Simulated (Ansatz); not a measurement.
From Si(OH)3O to SiCl3O: predicting a member

On one Si centre that keeps O, n of the OH ligands are replaced by Cl. The HOMO–LUMO gap y in eV at wB97X-V/def2-TZVPP. Shapes, held fixed at every level: PBE0-D4/def2-TZVP. Flexible molecules stand in one conformer, not always the lowest. Programs: Ansatz 0.2.0.

| molecule | n | y (eV) |
| --- | --- | --- |
| Si(OH)3O | 0 | 9.32 |
| Si(OH)2ClO | 1 | ? |
| Si(OH)Cl2O | 2 | 8.80 |
| SiCl3O | 3 | 8.63 |

Task: Fit y = c + s·n to the known rows and predict Si(OH)2ClO.

Result: 
1. Means of the 3 rows: n = 1.66667, y = 8.917.
2. Σ(Δn)² = 4.6667, Σ(Δn·Δy) = -1.0933, so the slope is -1.0933/4.6667 = -0.23428.
3. Intercept: 8.917 − (-0.23428) × 1.66667 = 9.307. The largest residual of the fit is 0.038.
4. Si(OH)2ClO: 9.307 + (-0.23428) × 1 = 9.07 eV.

The run gave 9.00 eV, so the prediction is off by +0.07 eV, more than the scatter of the fit. The step per swap changes from -0.32 to -0.17 eV along the series, so a line misses the bend. Other levels give for Si(OH)2ClO: SPW92/def2-TZVPP 0.36; PBE-D4/def2-TZVPP 0.84; wB97M-V/def2-TZVPP 8.86 eV. Orbital gaps aren't excitation energies, and the LUMO depends on the basis. The series runs otherwise at SPW92/def2-TZVPP. Open shells run unrestricted unless RO is named.

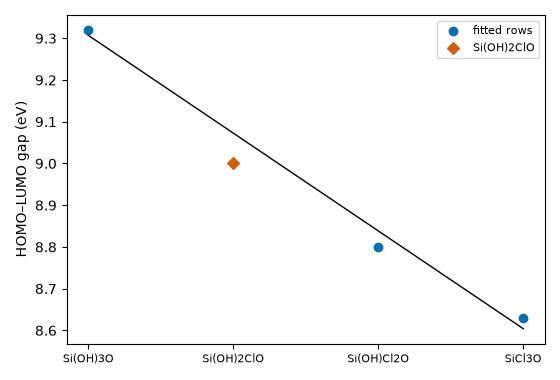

The fitted line, with the withheld member.
